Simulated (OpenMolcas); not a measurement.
# SiHCl (SMILES [SiH]Cl) at 6 levels

Aim: a comparison of 6 runs (B3LYP/6-31G*, BLYP/cc-pVTZ, PBE0/cc-pVTZ, SVWN5/cc-pVTZ, MP2/cc-pVTZ, CCSD(T)/cc-pVTZ) of SiHCl. 

The results are computed with OpenMolcas 26.06.

**1. The molecule**

SiHCl has 3 atoms, charge 0, and is taken as a singlet. As SMILES, `[SiH]Cl`. Geometry: relaxed at PBE0-D4/def2-TZVP.

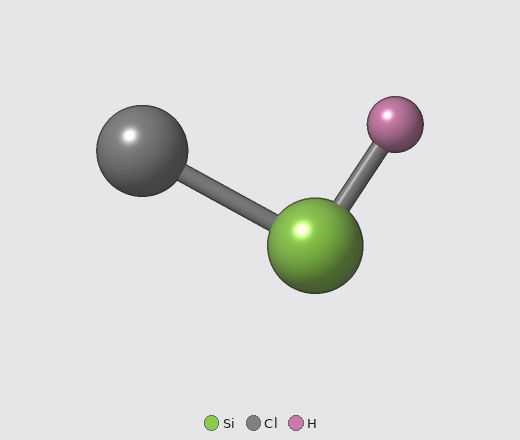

Viewed from a chosen angle; silicon green, chlorine grey, hydrogen pink.

**2. Energy and forces at B3LYP/6-31G(d) (Cartesian functions) (run 1)**

File test.input:

```
>>> EXPORT MOLCAS_PRINT=2

&gateway
 baslib=$CurrDir
 coord
 3
 bohr
 Si    -1.03613683     1.07897693    -0.44202584
 Cl     2.41019449     0.66673317     1.39127306
 H     -1.37407656    -1.74571010    -0.94924723
 basis=6-31Gs
 group=NoSym

&seward
 gridinput
 Grid=UltraFine
 End of Grid

&scf
 ksdft=B3LYP
 thresholds=1e-10 1e-07 1e-07 1e-05
 prorbitals=1 1

&alaska
```

The basis set 6-31G* is read from a file made from the Basis Set Exchange's data (not shown).

Command:

```console
$ export MOLCAS_MEM=1860
$ pymolcas test.input > test.log
```

Log:

```text
--- Start Module: gateway ---
[...]
--- Stop Module: gateway /rc=_RC_ALL_IS_WELL_ ---
[...]
      Basis functions           40
[...]
--- Start Module: scf ---
[...]
       Convergence after  13 Iterations
[...]
::    Total KS-DFT energy                            -750.2792633743
[...]
      Total spin, S                                     0.0000000000
[...]
      Total electronic charge=   32.000000
      Total            charge=   -0.000000
[...]
      Dipole Moment (debye):
      Origin of the operator (angstrom)=    0.4461    0.4281    0.2923
                   X= -1.0724E+00               Y= -2.4914E-01               Z= -6.1361E-01           Total=  1.2604E+00
      Quadrupole Moment (debye*angstrom):
[...]
--- Stop Module: scf /rc=_RC_ALL_IS_WELL_ ---
[...]
--- Start Module: alaska ---
[...]
 *              Molecular gradients               *
 **************************************************
  Irreducible representation: a
 ------------------------------------------------------------------------------------------
                              X                       Y                       Z
 ------------------------------------------------------------------------------------------
  SI1               8.63001066001701E-03   -1.62740382485449E-03    4.52277818889524E-03
  CL2              -9.33560118777166E-03    6.35642011333371E-04   -5.02111593494270E-03
  H3                7.05590527777744E-04    9.91761813526004E-04    4.98337746035693E-04
 ------------------------------------------------------------------------------------------
--- Stop Module: alaska /rc=_RC_ALL_IS_WELL_ ---
[...]
```

It took 4.5 s on 1 thread of Intel Xeon 6975P-C (Granite Rapids), shared host; peak memory 0.37 GiB.

**3. Energy and gradient at BLYP/cc-pVTZ (run 2)**

File mol.input:

```
>>> EXPORT MOLCAS_PRINT=2

&GATEWAY
  BASLIB=$CurrDir
  COORD
  3
  angstrom
  Si      -0.548300       0.570970      -0.233910
  Cl       1.275420       0.352820       0.736230
  H       -0.727130      -0.923790      -0.502320
  BASIS=cc-pVTZ
  GROUP=NoSym

&SEWARD
  GRIDINPUT
  Grid=UltraFine
  End of Grid

&SCF
  KSDFT=BLYP
  THRESHOLDS=1e-10 1e-07 1e-07 1e-05
  PRORBITALS=1 1

&ALASKA
```

The basis set cc-pVTZ is read from a file made from the Basis Set Exchange's data (not shown).

Command:

```console
$ export MOLCAS_MEM=1860
$ pymolcas mol.input > mol.log
```

Log:

```text
--- Start Module: gateway ---
[...]
--- Stop Module: gateway /rc=_RC_ALL_IS_WELL_ ---
[...]
      Basis functions           82
[...]
--- Start Module: scf ---
[...]
       Convergence after  15 Iterations
[...]
::    Total KS-DFT energy                            -750.3119004846
[...]
      Total spin, S                                     0.0000000000
[...]
      Total electronic charge=   32.000000
      Total            charge=   -0.000000
[...]
      Dipole Moment (debye):
      Origin of the operator (angstrom)=    0.4461    0.4281    0.2923
                   X= -7.6640E-01               Y= -5.2488E-02               Z= -4.2417E-01           Total=  8.7752E-01
      Quadrupole Moment (debye*angstrom):
[...]
--- Stop Module: scf /rc=_RC_ALL_IS_WELL_ ---
[...]
--- Start Module: alaska ---
[...]
 *              Molecular gradients               *
 **************************************************
  Irreducible representation: a
 ------------------------------------------------------------------------------------------
                              X                       Y                       Z
 ------------------------------------------------------------------------------------------
  SI1               1.16841090473958E-02   -4.59560190648567E-03    5.84994514544412E-03
  CL2              -1.27249020946714E-02    1.01981905978388E-03   -6.82650519243211E-03
  H3                1.04079304722071E-03    3.57578284670046E-03    9.76560047002084E-04
 ------------------------------------------------------------------------------------------
--- Stop Module: alaska /rc=_RC_ALL_IS_WELL_ ---
[...]
```

Run time: 14 s. Hardware: 1 thread of Intel Xeon 6975P-C (Granite Rapids), shared host; peak memory 0.45 GiB.

Runs 3 to 5 aren't shown in full; the table further down has their settings and results.

**4. A single-point energy at CCSD(T)/cc-pVTZ (run 6)**

File job.input:

```
* ClHSi CCSD(T)
>>> EXPORT MOLCAS_PRINT=2

&GATEWAY
  BASLIB
  $CurrDir
  COORD
  3
  angstrom
  Si      -0.548300       0.570970      -0.233910
  Cl       1.275420       0.352820       0.736230
  H       -0.727130      -0.923790      -0.502320
  BASIS
  cc-pVTZ
  GROUP
  NoSym

&SEWARD

&SCF
  THRESHOLDS
  1e-10 1e-07 1e-07 1e-05
  PRORBITALS
  1 2

&RASSCF
  FILEORB
  $Project.ScfOrb
  SPIN
  1
  NACTEL
  0 0 0
  INACTIVE
  16
  RAS2
  0
  OUTORBITALS
  Canonical
  ORBLISTING
  Nothing

&MOTRA
  JOBIPH
  FROZEN
  10

&CCSDT
  CCT
  TRIPLES
  2
  ITERATIONS
  80
  ACCURACY
  1e-08
  EXTRAPOLATION
  5 4
```

The basis set cc-pVTZ is read from a file made from the Basis Set Exchange's data (not shown).

Command:

```console
$ export MOLCAS_MEM=1860
$ pymolcas job.input > job.log
```

Log:

```text
--- Start Module: gateway ---
[...]
--- Stop Module: gateway /rc=_RC_ALL_IS_WELL_ ---
[...]
      Basis functions           82
[...]
       Convergence after  13 Iterations
[...]
::    Total SCF energy                               -749.0410423333
[...]
      Total spin, S                                     0.0000000000
[...]
      Number of active orbitals                  0
[...]
      Spin quantum number                      0.0
[...]
      Active orbitals                            0
[...]
      Number of CSFs                             1
[...]
      Number of root(s) required                 1
[...]
      Convergence after  4 iterations
[...]
      Natural orbitals and occupation numbers for root  1
      ************************************************************************************************************************
      *                                                    Final results                                                     *
      ************************************************************************************************************************
[...]
::    RASSCF root number  1 Total energy:   -749.04104233
[...]
      Total electronic charge=   32.000000
      Total            charge=   -0.000000
[...]
      Dipole Moment (debye):
      Origin of the operator (angstrom)=    0.4461    0.4281    0.2923
                   X= -1.0773E+00               Y= -2.0409E-01               Z= -6.1115E-01           Total=  1.2553E+00
      Quadrupole Moment (debye*angstrom):
[...]
--- Start Module: motra ---
[...]
--- Stop Module: motra /rc=_RC_ALL_IS_WELL_ ---
--- Start Module: ccsdt ---
[...]
      Convergence after                    16  Iterations
      Total energy (diff) :    -749.36321361      -0.00000000
[...]
 METHOD                       : CCSD+T(CCSD)+<T3(1)WT1> = CCSD(T)
[...]
       CCSD     =      -749.3632136086394
[...]
```

Wall time 14 s (1 thread of Intel Xeon 6975P-C (Granite Rapids), shared host); peak memory 0.46 GiB.

**5. All runs side by side**

| run | level | Cartesian functions | task | energy (Eh) | dipole moment (D) of the reference | HOMO energy (eV) | LUMO energy (eV) | wall time |
| --- | --- | --- | --- | --- | --- | --- | --- | --- |
| 1 | B3LYP/6-31G* (Cartesian functions) | yes | gradient | -750.279263 | 1.26 | -6.80 | -3.17 | 4.5 s |
| 2 | BLYP/cc-pVTZ | no | gradient | -750.311900 | 0.88 | -5.77 | -3.65 | 14 s |
| 3 | PBE0/cc-pVTZ | no | gradient | -750.036833 | 0.99 | -7.00 | -2.98 | 11 s |
| 4 | SVWN5/cc-pVTZ | no | gradient | -747.666516 | 0.88 | -5.96 | -4.00 | 9 s |
| 5 | MP2/cc-pVTZ | no | energy | -749.329594 | 1.26 | -9.49 | 0.26 | 4.2 s |
| 6 | CCSD(T)/cc-pVTZ | no | energy | -749.376530 | 1.26 | -9.49 | 0.26 | 14 s |

**6. What came out**

| quantity | value |
| --- | --- |
| run 6: total energy | -749.37653 Eh |
| run 6: dipole moment (mean-field density) | 1.26 D |
| run 6: HOMO energy (Hartree–Fock orbitals) | -9.49 eV |
| run 6: LUMO energy (Hartree–Fock orbitals) | 0.26 eV |
| run 6: HOMO–LUMO gap (Hartree–Fock orbitals) | 9.75 eV |
| run 6: correlation energy (10 core orbitals frozen) | -335.5 mEh |
| run 6: (T) correction | -13.32 mEh |

Over runs 1, 2, 3, 4 the dipole moment (its size) runs from 0.88 D (BLYP/cc-pVTZ) to 1.26 D (B3LYP/6-31G*). The two ends differ in method and basis. Over runs 1, 2, 3, 4 the HOMO–LUMO gap runs from 1.96 eV (SVWN5/cc-pVTZ) to 4.02 eV (PBE0/cc-pVTZ). Totals of different functionals can't be ranked against each other. All runs together took 57 s, the longest 14 s.
